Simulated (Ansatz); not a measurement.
# Cl$_{2}$H$_{4}$NSi···Cl: what the fields show

Input

```
crystal:
  periodic: [false, false, false]
  atoms:
    - {symbol: Si, position_ang: [-0.870466, 0.168202, 0.067629]}
    - {symbol: Cl, position_ang: [1.061574, 1.540848, -1.593259]}
    - {symbol: Cl, position_ang: [-1.606666, -0.667552, -1.612077]}
    - {symbol: Cl, position_ang: [-1.823191, -0.774364, 1.641077]}
    - {symbol: H, position_ang: [-1.048660, 1.595075, 0.306606]}
    - {symbol: H, position_ang: [1.313951, 0.265065, -0.443582]}
    - {symbol: N, position_ang: [0.837504, -0.430997, 0.312781]}
    - {symbol: H, position_ang: [0.949942, -1.410512, 0.064389]}
    - {symbol: H, position_ang: [1.186112, -0.285665, 1.256436]}
basis:
  gaussian: {orbitals: def2-TZVPP}
hamiltonian: {xc: pbe0, dispersion: d4}
output: {orbitals: {seedname: orbitals}}
```

Command:

```sh
ansatz run in.yaml --threads 8 --pin off --events-out ev --progress --plain --max-ram 19148MiB
```

A transition-state structure; geometry: PBE0-D4/def2-TZVP.

The calculation used RKS PBE0-D4/def2-TZVPP (Ansatz 0.2.0).

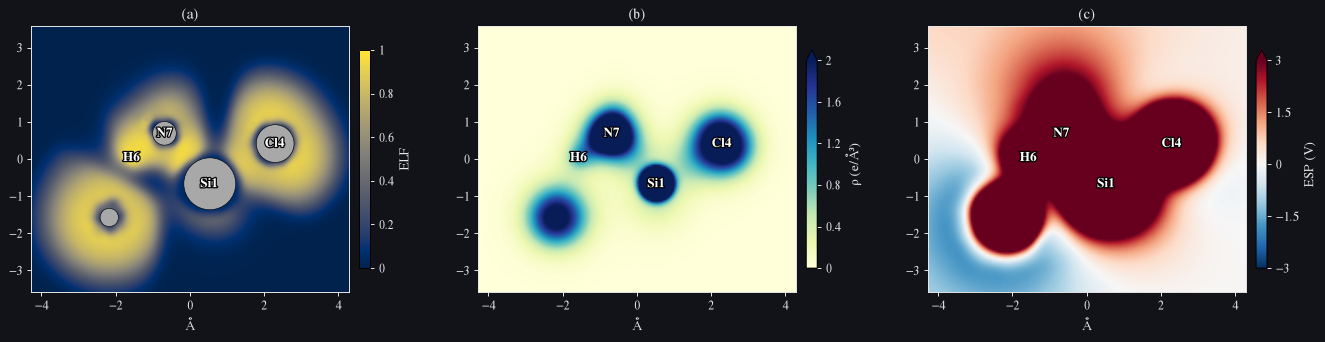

Figure 1. (a) electron localisation function; (b) total electron density; (c) molecular electrostatic potential on the plane of atoms Cl4, Si1 and N7. Grey discs cover the atomic cores in the ELF map.

> Interpret the plot.

The plane passes through Si, Cl, H and N nuclei. Si–N (1.83 Å): ρ at the midpoint is about 0.96 e/Å³; the ELF peaks at about 0.95 between the atoms (a polar covalent bond). Si–Cl (2.07 Å): ρ is about 0.9 e/Å³ halfway; the ELF peaks at about 0.85 between the atoms, as expected for a polar covalent bond. The ELF also peaks beside Cl4, away from the bonds: lone-pair regions. Outside the dense part of the complex the potential is most negative (−1.8 V) near Cl2, which lies off the plane.

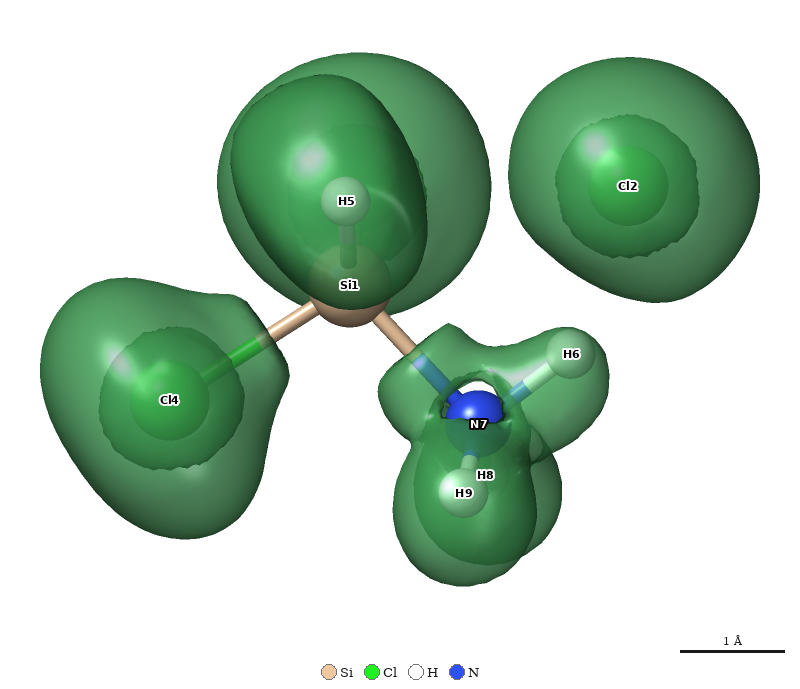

Figure 2. Isosurface of the ELF at 0.75 (green), seen at a tilt. Core shells and regions of very low density are left out.

> Where are the electrons localised?

The surface consists of one region around a hydrogen nucleus, two regions on Cl in which the atom's valence shell and bonds are merged, one region wrapped around Cl (its valence shell) and one joined region spread over several atoms (H, N), in which their bonds and any lone pairs are merged. Profiles from the grid: Cl2···H6 (1.74 Å): the ELF climbs to about 0.90 towards the hydrogen, as it does in any bond to H; by its geometry a hydrogen bond between the two molecules, with no shared pair.

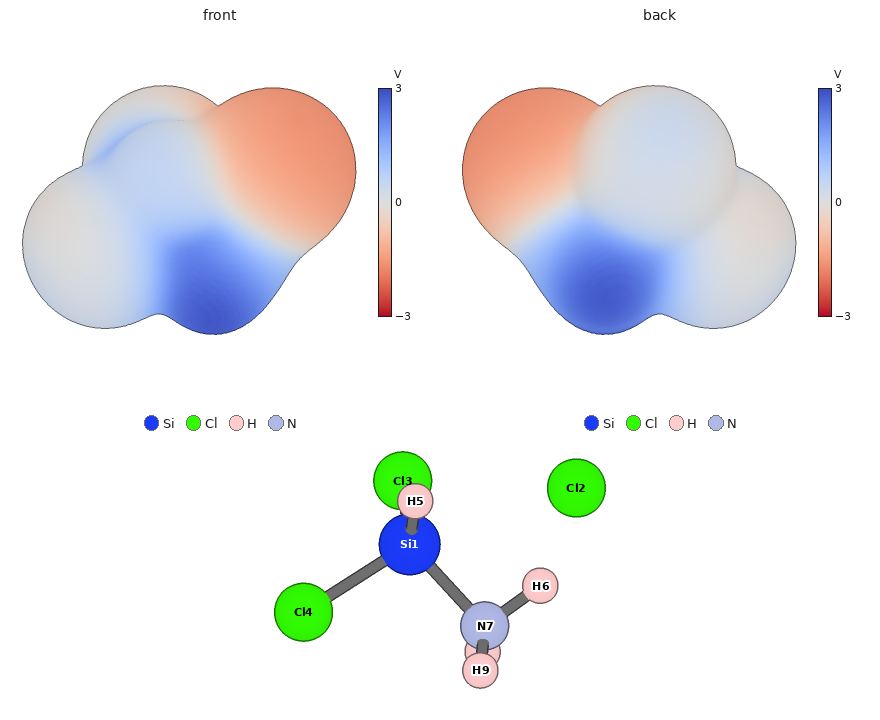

Figure 3. The electrostatic potential painted on the density surface at 0.001 e/bohr³, seen from the front and from behind; red is negative and blue positive. The bare structure is drawn below in the same view.

> Where is the surface potential most negative and most positive?

The most negative region (about −1.6 V, or −37 kcal/mol for a unit charge) lies over Cl2, the most positive (about +2.8 V, or +65 kcal/mol for a unit charge) over H8 and H9. Cl3 shows a σ-hole: about +0.4 V, or +9 kcal/mol for a unit charge at the tip opposite its bond, against about −0.2 V on its flanks.

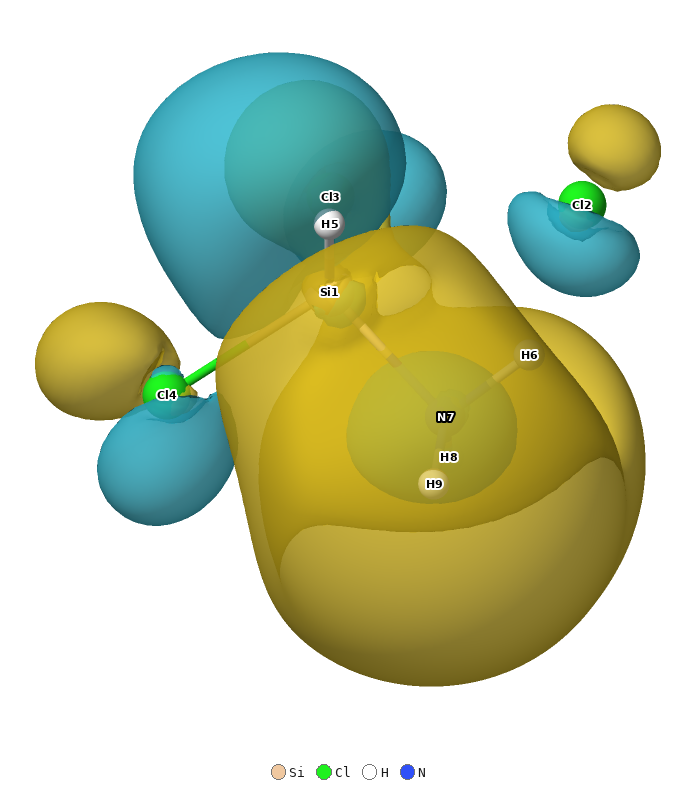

Figure 4. The LUMO at ±0.05 Å⁻³ᐟ² (yellow and cyan are the two phases), seen across its widest extent.

> What is the character of this orbital?

It lies mainly on Si1 (about 25 %), H8 (about 20 %), H9 (about 15 %), N7 (about 15 %), Cl4 (about 5 %) and Cl3 (about 5 %). Its energy is −0.41 eV.
